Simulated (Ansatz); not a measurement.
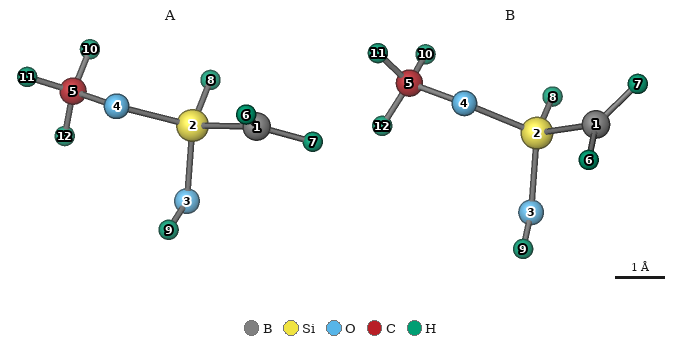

Two geometries of CH7BO2Si, drawn at one scale. One is the start of a relaxation, the other its converged end. The picture is a ball-and-stick view, seen at a tilt.

The calculation used RKS r2SCAN/6-31G in Ansatz 0.2.0. (no spin polarisation; force threshold 0.02 eV/Å; at most 40 steps)

> Which one is relaxed?

Structure B is the relaxed one. The run prepares the start of a later molecular dynamics calculation, from a guessed geometry. The atom that moves furthest after the best rigid fit is H7 (1.31 Å). Largest moves by element: H 1.31 Å, O 0.26 Å, Si 0.21 Å, C 0.19 Å, B 0.10 Å. Among the contacts that change: B1–Si2 1.930 → 2.021 Å, Si2–H8 1.430 → 1.504 Å, O3–H9 1.046 → 0.973 Å, B1–H6 1.124 → 1.196 Å. Bond angles that change, for instance: Si2–O3–H9 102.4° → 121.4°, Si2–O4–C5 106.3° → 123.5°, B1–Si2–H8 110.7° → 119.9°. Groups turn about B1–Si2 by about 70°. After 23 accepted moves (25 points after the start) the energy has fallen by 17.4 kcal/mol. Largest force component: 2.8 eV/Å at the start, 0.017 eV/Å at the end. The line search rejected the trial steps at points 8, 11 of the run. Cost: 100 s on 2 threads of Arm Neoverse N1, on a shared host, peak memory 0.16 GiB.
